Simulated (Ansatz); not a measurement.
BClFH···SiH₄

```xyz
9

B    -0.0201   -1.1661   -0.2596
F    -0.1441   -1.9691    0.7565
Cl    1.5722   -0.5339   -0.6482
H    -0.9658   -0.8718   -0.9167
Si    0.5252    3.0520    1.2369
H     1.9137    2.8159    1.6885
H     0.5081    3.3011   -0.2221
H    -0.0354    4.2246    1.9459
H    -0.3025    1.8612    1.5412
```

Theory: Ansatz, RHF/def2-SVP.

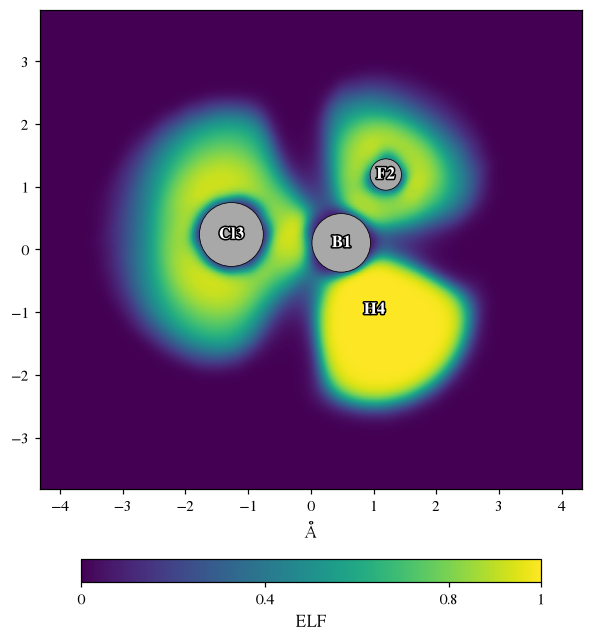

Figure 1. Electron localisation function on the plane of atoms Cl3, B1 and H4. Grey discs cover the atomic cores.

What do the fields say about this system?

Answer.
- The plane passes through B, F, Cl and H nuclei.
- B–F (1.30 Å): the ELF peaks at about 0.85 between the atoms, as expected for a shared but strongly polarised pair.
- B–Cl (1.76 Å): the ELF peaks at about 0.95 between the atoms (a shared but strongly polarised pair).
- B–H (1.19 Å): the ELF climbs to about 1 towards the hydrogen, as it does in any bond to H: a covalent bond by its length.
- The ELF also peaks beside Cl3 and F2, away from the bonds: lone-pair regions.

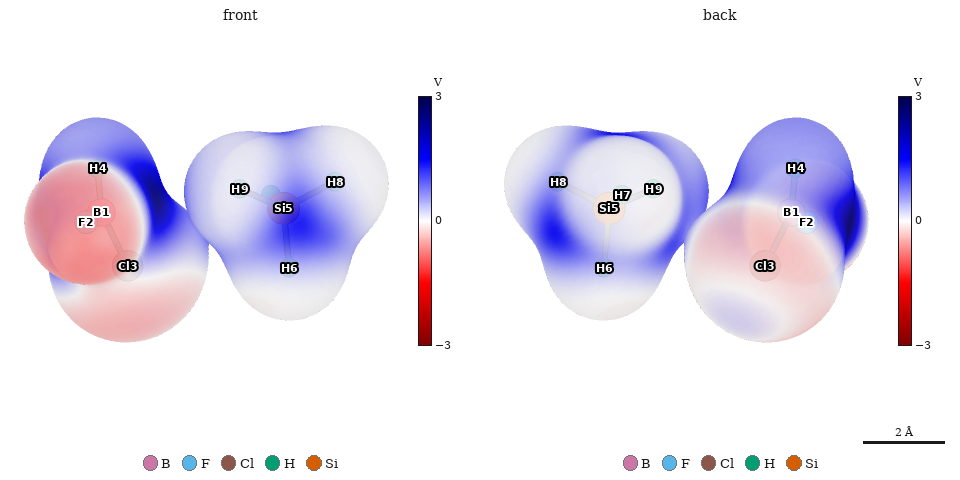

Figure 2. The electrostatic potential painted on the density surface at 0.002 e/bohr³, seen from the front and from behind; the colour scale runs from red (negative) to blue (positive).

Describe the electrostatic potential map.

Answer. The most negative region (about −0.7 V) lies over F2, the most positive (about +2.5 V) over B1.

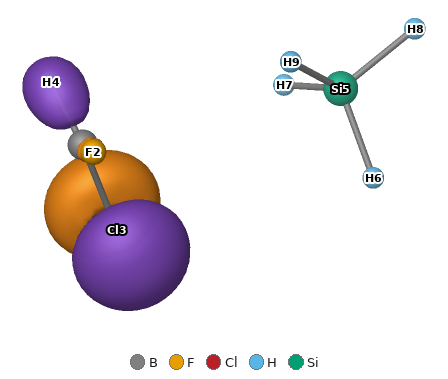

Figure 3. The HOMO at ±0.2 Å⁻³ᐟ² (orange and purple are the two phases), seen at an oblique angle.

Describe this orbital and give its energy.

Answer. Its weight (Hirshfeld) is mainly on Cl3 (about 80 %), B1 (about 10 %) and H4 (about 5 %); largely a lone pair of Cl3. Its energy is −12.81 eV.
